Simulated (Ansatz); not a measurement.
```xyz
15

C    -0.5866   -2.2476   -1.0101
B     0.0295   -1.3575    0.1125
Si   -0.3431    0.6209    0.3548
N    -0.2832    1.0130    2.0600
C     0.9256    1.5879   -0.7361
Cl    0.7665    3.3651   -0.3955
H    -1.4330   -2.7464   -0.4672
H     0.0575   -3.0838   -1.3522
H    -1.0430   -1.7274   -1.8750
H     0.7773   -1.8942    0.9205
H    -1.6876    1.0658   -0.1651
H    -0.4086    1.9954    2.3242
H     0.4859    0.6069    2.6004
H     1.9776    1.3117   -0.5216
H     0.7433    1.4394   -1.8202
```

Theory: RKS PBE/def2-SVP (Ansatz).

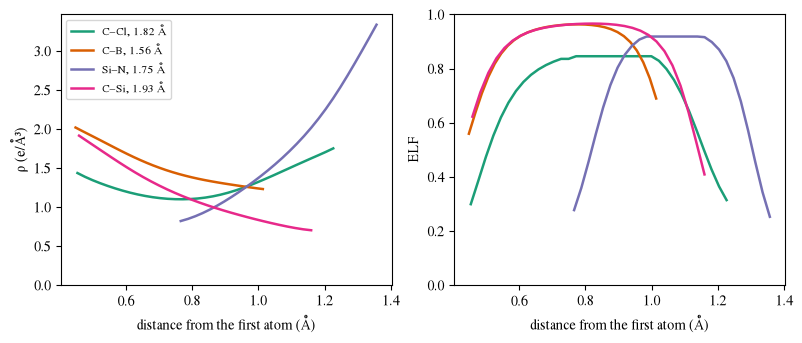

C₂H₉BClNSi. Electron density and ELF along straight lines between neighbouring atoms. The curves leave out the atomic cores.

> Compare the contacts.

C–Cl (1.82 Å): ρ is about 1.2 e/Å³ halfway; the ELF peaks at about 0.85 between the atoms: a shared electron pair.
C–B (1.56 Å): ρ is about 1.4 e/Å³ halfway; the ELF peaks at about 0.95 between the atoms, as expected for a shared electron pair.
Si–N (1.75 Å): ρ is about 1 e/Å³ halfway; the ELF peaks at about 0.90 between the atoms (a polar covalent bond).
C–Si (1.93 Å): the density is about 0.87 e/Å³ at the midpoint; the ELF peaks at about 0.95 between the atoms; localised, covalent bonding.
